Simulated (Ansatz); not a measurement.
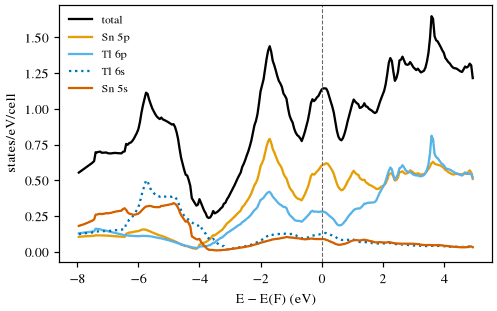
Total and projected density of states of TlSn (L1₀ or tetragonal B2, P4/mmm), plane-wave PAW PBEsol (Ansatz code)

**Question.** Which orbitals carry the states next to the Fermi level?

**Answer.** Within 0.5 eV of the Fermi level: Sn 5p 53 %, Tl 6p 25 %, Tl 6s 11 %, Sn 5s 8 %. Projections are on Löwdin-orthogonalised atomic valence shells; empty p or d shells of many metals are not among them.

**Question.** Where is the tallest occupied peak in this window, and what makes it?

**Answer.** Near -1.7 eV, about 1.4 states/eV per cell; the largest projected share is Sn 5p.

The workflow started from an entry of the Crystallography Open Database (COD). Its standing as an ambient phase is unchecked. The cell keeps a stress of up to 0.3 GPa. Symmetry was held in the PBEsol relaxation; of distortions, only those at the zone centre were tested. Scalar-relativistic: spin–orbit coupling is off unless named, which matters more the heavier the elements.

Potentials: the later of the program's two PAW sets.
